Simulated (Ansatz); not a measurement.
**What do other settings change for random rock-salt (Na, Li, K)Cl solid solution (64 atoms)?**

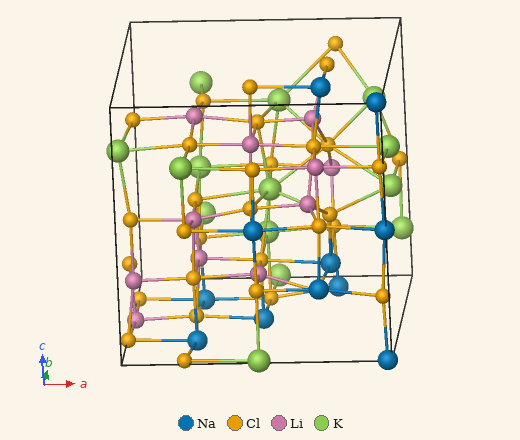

The cell (sodium blue, chlorine orange, lithium pink, potassium green). Some periodic images of atoms are drawn too.

The cell holds 64 atoms: 10 Na, 32 Cl, 11 Li and 11 K. Cell: a = 11.382 Å, b = 11.382 Å, c = 11.382 Å, α = 90.0°, β = 90.0°, γ = 90.0°. It derives from NaCl and LiCl and KCl. Rock-salt lattice (a = 5.691 Å, the mean of the end members), 2 x 2 x 2 cells, metal sites filled at random with 10 Na, 11 Li, 11 K; then minimised and run for 3 ps at 250 K (NVT) with a classical potential, last frame taken.

Geometry: as built.

Reference run: Kohn-Sham DFT, PBE, PAW (set soft_2), plane waves (Ansatz 0.2.0), cutoff 750 eV, Γ point, gaussian smearing of 0.025 eV.

* r.m.s. force component: 0.1759 eV/Å
* gap (highest filled to lowest empty level): 4.102 eV
* SCF cycles: 7
* time: 9.4 s on 8 threads of Arm Neoverse V2, shared host

Q: Estimate how much each variant changes the results, and its time and memory.
- support functions medium
- support functions low
- support functions high
- support functions medium, radius 4.13 Å
- support functions medium, radius 4.47 Å
- support functions medium, radius 4.77 Å
- support functions medium, radius 5.11 Å
- support functions medium, radius 5.75 Å
- support functions medium, radius 6.39 Å

Differences are against the run with plane waves at 750 eV (Kohn-Sham DFT, PBE, PAW (set soft_2), plane waves), whose r.m.s. force component is 0.176 eV/Å. Energies are set beside the reference only for runs with its functional, potentials and electron count. Times are for 8 threads of Arm Neoverse V2, shared host.

| run | Δ force, r.m.s. (meV/Å) | share of r.m.s. force (%) | Δ energy (meV/atom) | Δ gap (eV) | cycles | time | host memory (GiB) |
| --- | --- | --- | --- | --- | --- | --- | --- |
| reference | - | - | - | - | 7 | 9.4 s | 3.3 |
| support functions medium | 1.27 | 0.725 | -0.122 | -2.0e-4 | 12 | 30 s | 2.5 |
| support functions low | 1.28 | 0.731 | -0.122 | -6.0e-4 | 10 | 28 s | 2.5 |
| support functions high | 0.092 | 0.0522 | 0.0289 | 0 | 16 | 1.7 min | 4.8 |
| support functions medium, radius 4.13 Å | 1.27 | 0.725 | -0.122 | -2.0e-4 | 12 | 26 s | 2.3 |
| support functions medium, radius 4.47 Å | 1.27 | 0.723 | -0.122 | -2.0e-4 | 12 | 36 s | 2.7 |
| support functions medium, radius 4.77 Å | 1.27 | 0.722 | -0.122 | -2.0e-4 | 12 | 43 s | 2.9 |
| support functions medium, radius 5.11 Å | 1.27 | 0.722 | -0.122 | 0 | 13 | 54 s | 3.3 |
| support functions medium, radius 5.75 Å | 1.27 | 0.723 | -0.122 | -3.0e-4 | 12 | 89 s | 4.2 |
| support functions medium, radius 6.39 Å | 1.27 | 0.723 | -0.122 | -3.0e-4 | 12 | 2.3 min | 5.3 |

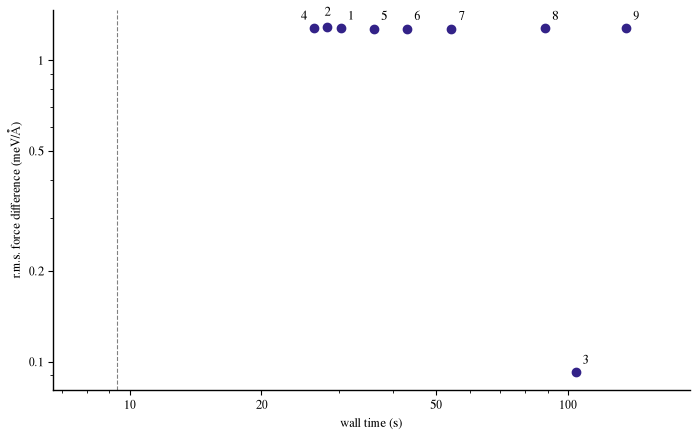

Force difference from the reference against wall time; the dashed line marks the reference's time. Points: 1 support functions medium; 2 support functions low; 3 support functions high; 4 support functions medium, radius 4.13 Å; 5 support functions medium, radius 4.47 Å; 6 support functions medium, radius 4.77 Å; 7 support functions medium, radius 5.11 Å; 8 support functions medium, radius 5.75 Å; 9 support functions medium, radius 6.39 Å.

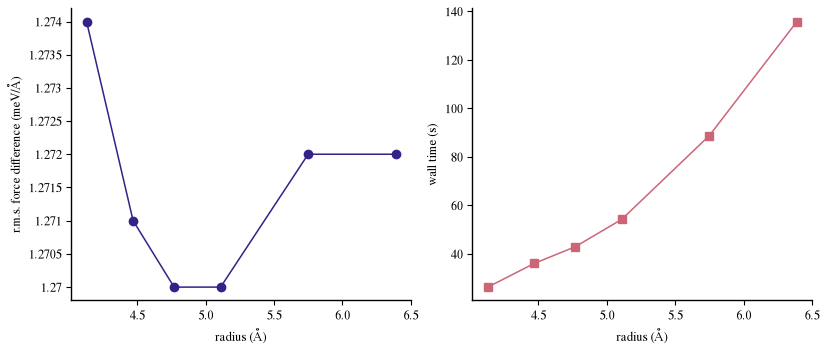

Force difference and time against the radius.

Among numerical settings the force difference runs from 0.092 meV/Å (support functions high) to 1.3 meV/Å (support functions low). At 64 atoms the fastest of the runs at a preset level, support functions low, takes 3.0 times the time of plane waves, in 10 SCF cycles against 7. Differences between support functions and plane waves include what basis error the plane-wave run still has. As the radius goes from 4.13 to 6.39 Å, the force difference goes from 1.3 to 1.3 meV/Å, and the time from 26 s to 2.3 min. 

[Hosts, paths, dates, database ids (printed as entryN), source tags and the programs' standing remarks are cut or masked in the printed files.]
